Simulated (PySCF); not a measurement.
# NaI: from the state search to spectroscopic constants

What are the lowest state that PBE0 finds, the bond length, vibrational wavenumber and bond energy of NaI, and how much do these hang on the method?

Program: PySCF 2.14.0. Level of theory: Na def2-SVP, I def2-SVP with ECP28, scalar-relativistic core potentials. These are calculated values, not measurements.

### Step 1. Set-up

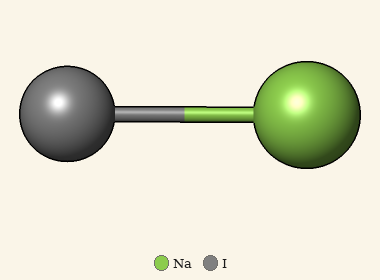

The two atoms at the starting distance (sodium green, iodine grey).

The job is set up so:

| Property | Result |
| --- | --- |
| atoms | Na, I |
| charge | 0 |
| basis | Na def2-SVP, I def2-SVP with ECP28 |
| Hamiltonian | scalar-relativistic core potentials |
| basis functions | 41 |
| electrons treated | 36 |
| masses in u | 22.9898, 126.9045 |
| levels | PBE0, PBE, r²SCAN, M06-L, BHandHLYP, PW91, LC-ωPBE, HF, MP2, SCS-MP2, CCSD, CCSD(T) |
| grid | 80 radial by 434 angular points |
| occupations | held fixed by the projection of orbital angular momentum |
| dissociation limit | Na + I, each in its ground configuration |
| starting distance in angstrom | 2.885 |
| values of 2S to try | 0, 2 |

After this run come: The PBE0 curve of the state that the search chose; Excited determinants; PBE (GGA); r²SCAN; M06-L; BHandHLYP (global hybrid GGA); PW91 (GGA); LC-ωPBE (range-separated hybrid); RHF; MP2 and coupled cluster.

What does the calculation give? Wanted: for each run, Re; ωe; De; μ.

As calculated:

Lowest PBE0 solution found, without spin–orbit coupling: ¹Σ⁺ (singlet), closed shell. The other levels ran on it alone.

```csv
level,Re (Å),ωe (cm⁻¹),De (eV),μ (D)
RHF,2.760,249.3,2.44,-9.88
RHF-MP2,2.755,250.3,3.13,n/a
RHF-SCS-MP2,2.757,249.9,3.05,n/a
RHF-CCSD,2.756,250.1,3.03,n/a
RHF-CCSD(T),2.756,249.9,3.06,n/a
PBE,2.730,249.0,3.20,-8.47
PW91,2.729,249.0,3.26,-8.41
r²SCAN,2.730,252.4,3.37,-9.18
M06-L,2.760,239.9,3.63,-9.44
PBE0,2.721,253.6,3.22,-8.99
BHandHLYP,2.714,257.8,3.14,-9.08
LC-ωPBE,2.712,257.5,3.22,-9.47
```

De is counted to Na + I in their ground configurations. A positive dipole means Na(−)I(+).

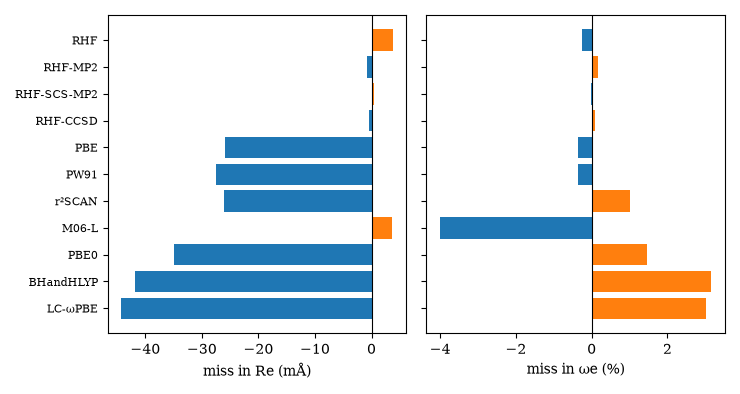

Differences in bond length and wavenumber from CCSD(T) in the same basis.

What this shows: Judged by CCSD(T) in the same basis: best bond length RHF-CCSD (0 mÅ), worst LC-ωPBE (-44 mÅ); best wavenumber RHF-SCS-MP2 (0.0 %), worst M06-L (-4.0 %). CCSD(T) in a basis this small is itself some way from its limit, more so than the functionals. Of the levels with a De here, RHF gives the least (2.44 eV) and M06-L the most (3.63 eV).

Correlated steps freeze 5 core orbitals. Spin–orbit coupling is left out, which matters for elements this heavy, above all for dissociation energies.
